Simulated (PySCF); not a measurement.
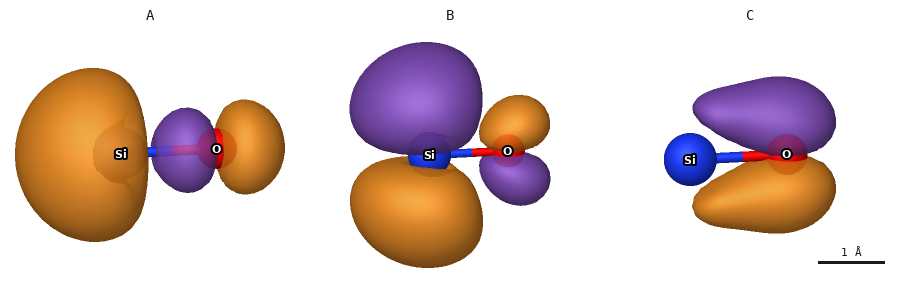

Figure. SiO (charge +1, doublet). Three frontier α-spin orbitals, each drawn at the value that holds 80 % of its norm (orange and purple are the two phases), in no order; of a degenerate pair one member is drawn.

Theory: PBE0/6-311G(d,p), non-relativistic, at a bond length of 1.529 Å (PySCF).

### Label each orbital by symmetry, say whether it is occupied, and order them by energy.

Orbital A: σ, occupied in this spin, −18.32 eV; mainly on Si (70 %).
Orbital C: π, occupied in this spin, −18.17 eV; mainly on O (80 %).
Orbital B: π, empty in this spin, −9.88 eV; mainly on Si (85 %).
